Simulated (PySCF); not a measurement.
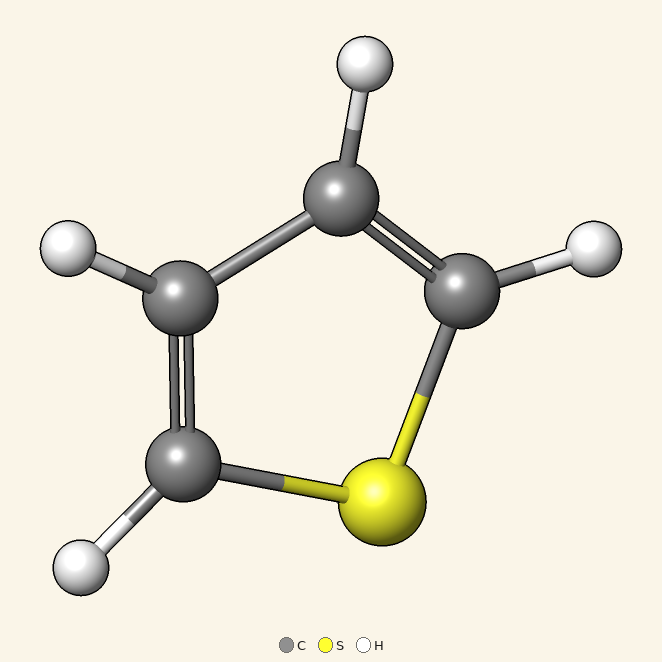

The geometry was computed by an optimisation with GFN2-xTB. No frequency run is at hand to confirm it as a minimum.

**Give the formula.**

C4H4S, 9 atoms: 4 carbon, 4 hydrogen and 1 sulfur.

**Give the symmetry (Schoenflies symbol).**

C2v.

**Write the SMILES.**

c1ccsc1

The parts below concern this one geometry. Atoms keep their numbers from picture to picture.

**Dipole moment**

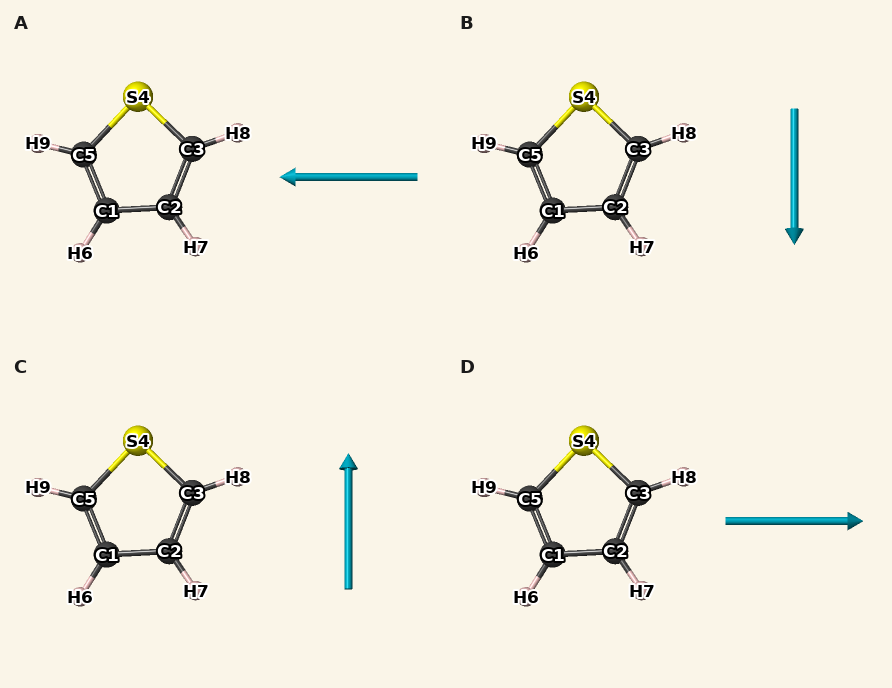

The same molecule four times, each with an arrow. No frequency run is at hand to confirm it as a minimum. Method: PBE0/pcSseg-1, gas phase (PySCF 2.14.0).

**Which arrow points along the dipole moment, from the negative to the positive end?**

B. The dipole moment is 0.52 D; it points from the side of S4 to the side of H6, H7 (the outermost atoms at the two ends).

**Bond orders**

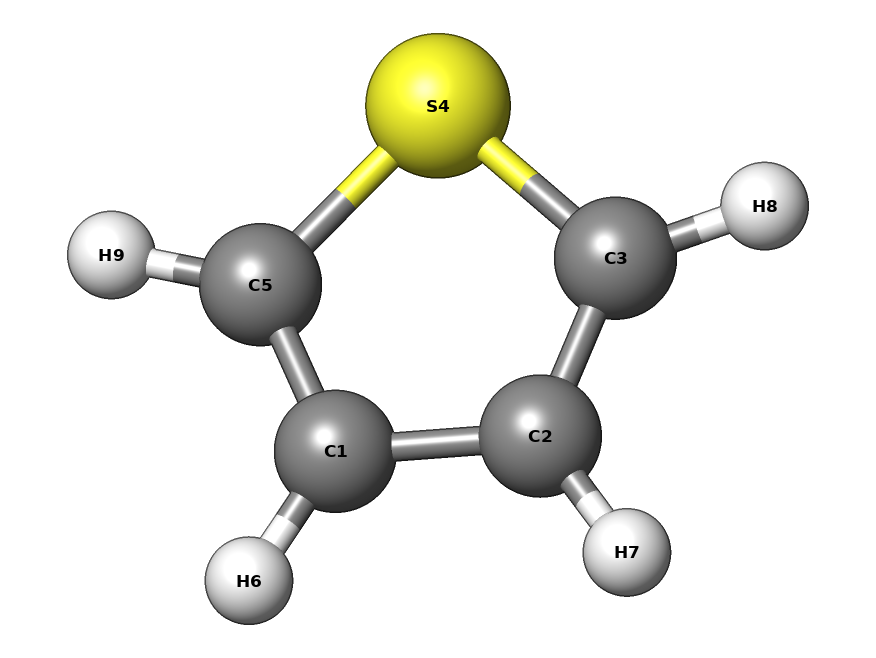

Every bond is drawn as one stick. No frequency run is at hand to confirm it as a minimum. Level of theory: PBE0/pcSseg-1 (PySCF 2.14.0).

**Which bond has the highest Mayer bond order?**

C1–C5 and C2–C3, 1.59, at a length of 1.356 Å.

List the Mayer bond orders of C1–C2, C1–C5, C1–H6, C3–S4, C3–H8 (one bond of each equivalent set).

| bond | Mayer order | length (Å) |
| --- | --- | --- |
| C1–C2 | 1.27 | 1.415 |
| C1–C5 | 1.59 | 1.356 |
| C1–H6 | 0.98 | 1.075 |
| C3–S4 | 1.18 | 1.719 |
| C3–H8 | 0.96 | 1.072 |

**NMR shielding**

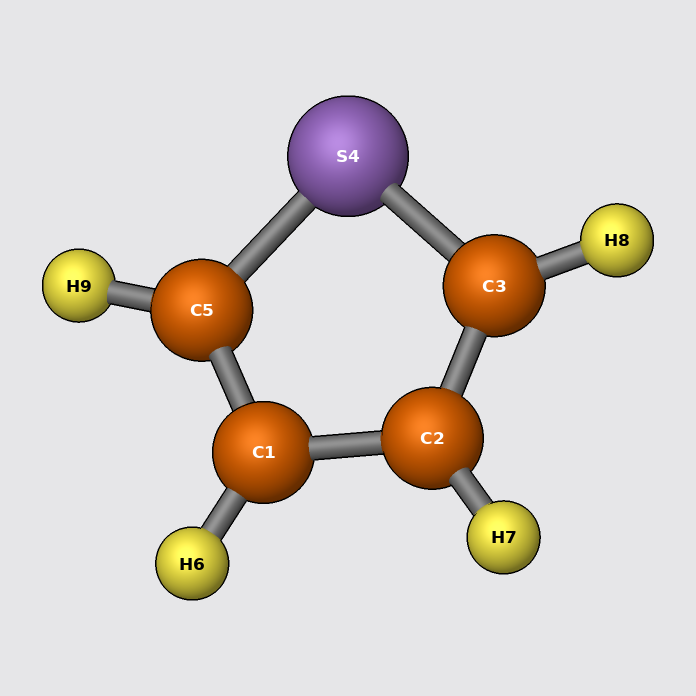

No frequency run is at hand to confirm it as a minimum. Method: GIAO PBE0/pcSseg-1 NMR shielding, non-relativistic, gas phase (PySCF 2.14.0). Principal shieldings σ11 ≤ σ22 ≤ σ33, span Ω = σ33 − σ11, skew κ = 3(σiso − σ22)/Ω.

Give the shielding tensors of the S atoms.

```tsv
atom	σ11	σ22	σ33	σiso	Ω	κ
S4	130.0	287.3	417.0	278.1	287.0	−0.10
```

Shieldings and span in ppm.

**Ring current**

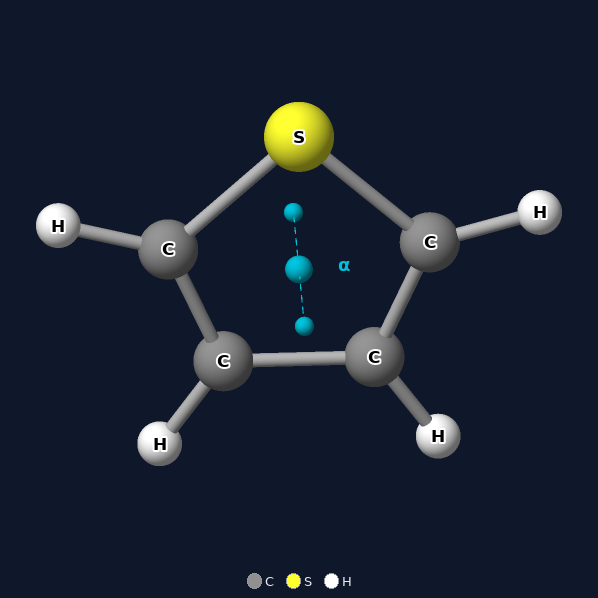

The small points mark where nucleus-independent chemical shifts (NICS) were computed: at the centre of each lettered ring and 1 Å above and below it. No frequency run is at hand to confirm it as a minimum. Method: GIAO PBE0/pcSseg-1 NMR shielding, non-relativistic, gas phase (PySCF 2.14.0).

Give NICS(0), NICS(1) and the out-of-plane component NICS(1)zz for each ring (means of the two sides).

| ring | members | NICS(0) | NICS(1) | NICS(1)zz |
| --- | --- | --- | --- | --- |
| α | C4S | −13.3 | −11.8 | −29.0 |

Values in ppm.

**What do the values say about the ring currents?**

Ring α: diatropic, as in an aromatic ring. NICS is one index among several.
